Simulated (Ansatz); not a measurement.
Fields on a plane of ZnO (wurtzite)

```xyz
4
Lattice="3.2298 0.0000 0.0000 -1.6149 2.7970 0.0000 0.0000 0.0000 5.2148" Properties=species:S:1:pos:R:3 pbc="T T T"
Zn     1.6149     0.9323     0.0106
Zn     0.0000     1.8647     2.6180
O      1.6149     0.9323     3.2496
O      0.0000     1.8647     0.6422
```

The slice is a (1 -1 0 0) plane (indices of the conventional cell) through the point (0.667, 0.333, 0.002) (fractional), spanned by u = [110] and v = [001] in vectors of this cell: u (3.23 Å) and v (5.21 Å, at 90° to u). It covers one period; positions are fractions (u, v).

Atoms on it: Zn at (0.00, 0.00); O at (0.00, 0.62). Other atoms lie within 1 Å of the plane.

Computed with PBEsol (plane waves to 420 eV, PAW, scalar-relativistic; Ansatz, an electronic-structure program). k mesh 12×12×7. These are valence fields of a PAW run, semicore shells included where kept as valence: close to a nucleus they are smooth pseudo fields. ZnO was relaxed with its symmetry unable to fall.

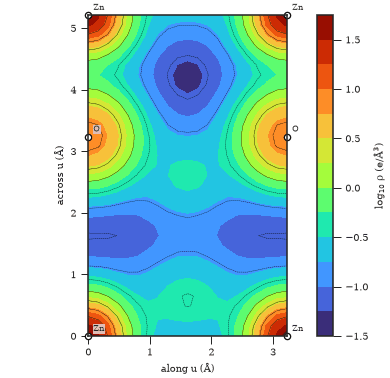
Log₁₀ of the valence density in e/Å³, one period of the plane, atoms marked. The scale is logarithmic, as a density can span decades between atoms and voids.

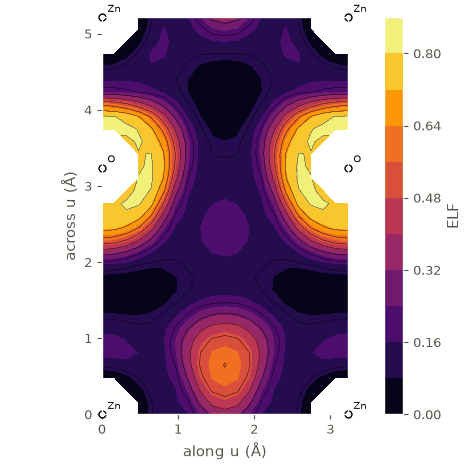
Figure. Electron localisation function (ELF), one period of the plane, atoms marked. Points within 0.4 Å of a nucleus are left white, as the pseudised field means little there.

| Quantity | Result |
|---|---|
| Density on the Zn–O line (1.98 Å) at its density minimum, 0.9 Å from Zn | 0.60 e/Å³ |
| ELF at that point | 0.2 |
